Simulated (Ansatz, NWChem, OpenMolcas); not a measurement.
**How basis sets differ on CH3BFNO (SMILES NC1(F)BO1)**

CH3BFNO: 8 atoms, total charge 0, spin state singlet. SMILES: `NC1(F)BO1`. The coordinates come from a PBE0-D4/def2-TZVP relaxation. This is one conformer, not always the lowest.

Quantity: the HOMO–LUMO gap, in eV. The values are calculated.

```json
{"level": "HF/ANO-R0 (sfX2C)", "kind": "Hartree–Fock", "program": "OpenMolcas", "value (eV)": "14.56"}
{"level": "HF/ANO-RCC-MB (DKH2)", "kind": "Hartree–Fock", "program": "OpenMolcas", "value (eV)": "15.28"}
{"level": "HF/STO-3G", "kind": "Hartree–Fock", "program": "NWChem", "value (eV)": "16.50"}
{"level": "HF/3-21G", "kind": "Hartree–Fock", "program": "NWChem", "value (eV)": "14.96"}
{"level": "HF/6-31G* (spherical functions)", "kind": "Hartree–Fock", "program": "OpenMolcas", "value (eV)": "15.13"}
{"level": "HF/def2-SV(P)", "kind": "Hartree–Fock", "program": "Ansatz", "value (eV)": "14.89"}
{"level": "HF/def2-SVP", "kind": "Hartree–Fock", "program": "Ansatz", "value (eV)": "14.85"}
{"level": "HF/def2-TZVP", "kind": "Hartree–Fock", "program": "Ansatz", "value (eV)": "14.22"}
{"level": "HF/def2-TZVPP", "kind": "Hartree–Fock", "program": "Ansatz", "value (eV)": "14.21"}
```

The values span 14.21 to 16.50 eV. A Hartree–Fock LUMO above zero doesn't converge with the basis: it sinks as sets grow more diffuse. Orbital gaps aren't excitation energies.

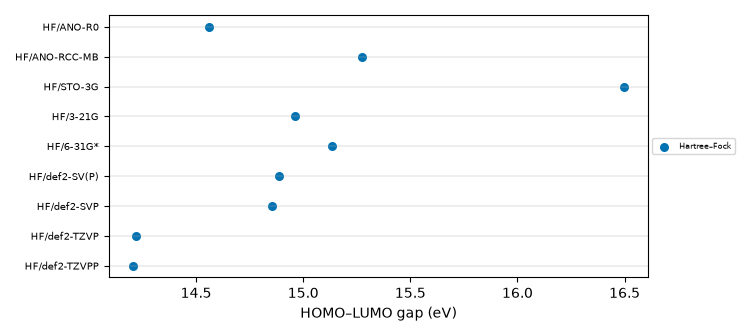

The values of the table, level by level.
